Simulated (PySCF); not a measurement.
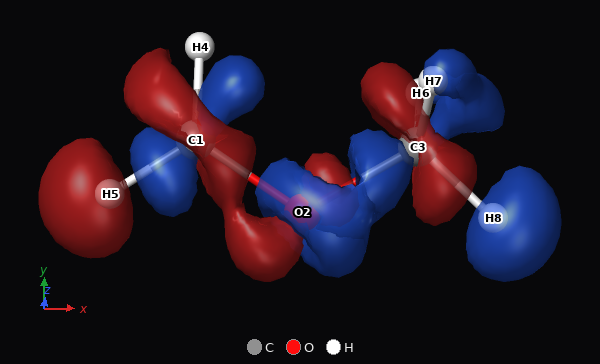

*C2H5O, doublet, SMILES `[CH2]OC`. Change of the electron density in a uniform field of 0.26 V/Å, surfaces at ±0.003 e/Å³ (blue: gain, red: loss).*

PySCF calculation, TPSS/6-31G*, gas phase; geometry: GFN2-xTB. No frequency check shows the geometry to be a minimum. A basis without diffuse functions makes polarisabilities too small. The stability of the open-shell solution wasn't checked. GFN2-xTB doesn't know the spin state, so this open-shell geometry is rough.

Cartesian coordinates (Å):

```
C1      -1.2085    0.2198    0.0616
O2      -0.0797   -0.5367   -0.0253
C3       1.1317    0.1691    0.0062
H4      -1.1610    1.2680   -0.1753
H5      -2.1120   -0.3404   -0.0699
H6       1.1785    0.9143   -0.7964
H7       1.2663    0.6806    0.9664
H8       1.9268   -0.5624   -0.1290
```

Question: Along which Cartesian direction does the field point?

Answer: Along −x: electrons gather on the +x side, against the field.

Question: How large is the response?

Answer: The induced dipole is 0.42 D (along the field); α along this axis, from the fields in both directions, is 33 bohr³ (4.9 Å³).

Question: Which atoms gain and lose the most charge?

Answer: Electrons gather most on H8 (Hirshfeld charge changes by −0.009 e) and leave H5 most (+0.010 e); 0.041 electrons are displaced in all.
